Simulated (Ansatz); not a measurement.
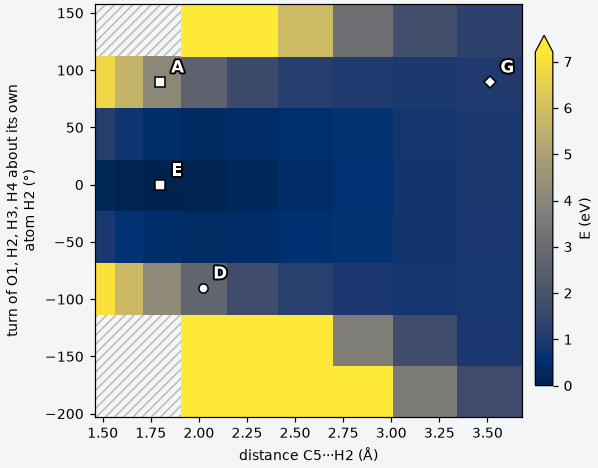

The pair H₃O···C₂H₄, charge +1. The turn is about an axis along (−0.58, 0.81, 0.06) in the frame of the relaxed pair, normal to the line between the partners. Coordinates scanned: (1) distance C5···H2; (2) turn of O1, H2, H3, H4 about its own atom H2. The scan uses a 9 × 8 grid. At 9 points there is no value (left out of the scan, as a rule where atoms come close). Points are written as (first, second). Energies: eV, counted from the lowest grid point. Energies and slopes of some neighbouring points disagree (a jump in structure or state, or too coarse a mesh). All numbers below come from Ansatz, RKS PBE0-D4/def2-TZVPD.

Drawn: one coloured cell a grid point, one colour for all values above the top of the scale, hatched blanks where no value was computed, lettered points.

**Rank the lettered points by energy, lowest first.**

E (0.0 eV), G (1.0 eV), D (2.7 eV), A (4.1 eV).
